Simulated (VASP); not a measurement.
Band structure of CaMn₂P₂ (space group P-3m1). These are LDA (Ceperley-Alder, Perdew-Zunger) with spin-orbit coupling, VASP's LDA PAW potentials (set 64) (plane waves; VASP) values and carry that method's errors.

The run has a spin-polarised start.

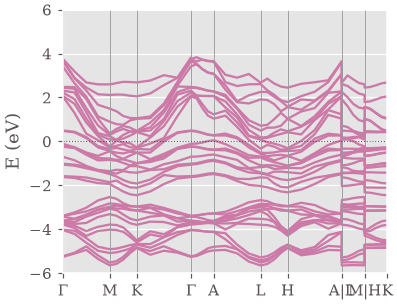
Bands along high-symmetry lines, zero at the valence-band maximum or, without a gap, the Fermi level

Q: Read the plot: is there a gap, and where are the band edges?

A: It has no gap at this level: it comes out as a metal or semimetal.

The structure comes from a computed database's CaMn2P2 entry (P-3m1); how it stands against other phases isn't given here. It was relaxed first, which changed the volume by -9 %.
